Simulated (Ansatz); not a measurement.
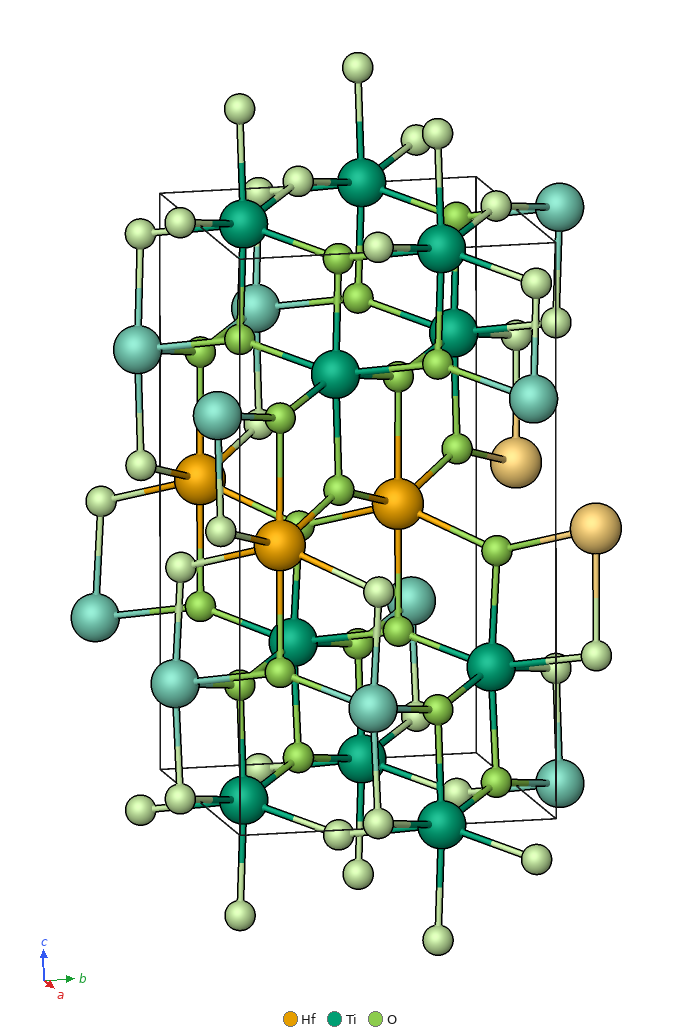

An orthographic ball-and-stick view of the structure, slightly off an axis. Thin lines show the conventional unit cell, with boundary atoms drawn in all their periodic places. Neighbours across the faces are drawn wherever a bond reaches them, in fainter colours.

HfTi₃O₈, space group C2 (No. 5), a = 5.476 Å, b = 5.477 Å, c = 9.896 Å, α = 90.00°, β = 90.09°, γ = 90.00°. Provenance: a structure type filled with these elements by a generator (whether the compound takes this form wasn't checked). Earlier steps of the study, as a rule a relaxation of our own, may have changed the cell and positions, so they can lie some per cent off the listed ones. Ansatz was used for an electronic-structure calculation on it.

This one geometry was computed with Ansatz (DFT, plane waves, PAW) at four levels of theory: PBE, r2SCAN, LDA and PBE+U (U_eff = 4.00 eV on Ti d).

### Which level gives the highest pressure at this volume, and what does that say about its equilibrium volume?

Highest: PBE+U (U_eff = 4.00 eV on Ti d) (2.1 GPa), which points to the largest equilibrium volume. Lowest, with the smallest volume: LDA (-11.0 GPa). Levels within 0.5 GPa of each other can't be told apart.

### How does the band gap change with the level of theory?

LDA: a gap of 2.15 eV, indirect; PBE: a gap of 2.24 eV, indirect; r2SCAN: a gap of 2.60 eV, indirect; PBE+U (U_eff = 4.00 eV on Ti d): a gap of 2.71 eV, indirect.

### Collect the results in a table.

| level | cutoff (eV) | k-mesh of the run's cell | gap (eV) | pressure (GPa) |
| --- | --- | --- | --- | --- |
| PBE | 420 | 8×8×4 | 2.24 | 0.0 |
| r2SCAN | 500 | 8×8×4 | 2.60 | -4.6 |
| LDA | 420 | 8×8×4 | 2.15 | -11.0 |
| PBE+U (U_eff = 4.00 eV on Ti d) | 420 | 8×8×4 | 2.71 | 2.1 |

Gaps are taken on the k-mesh or band path of each run.
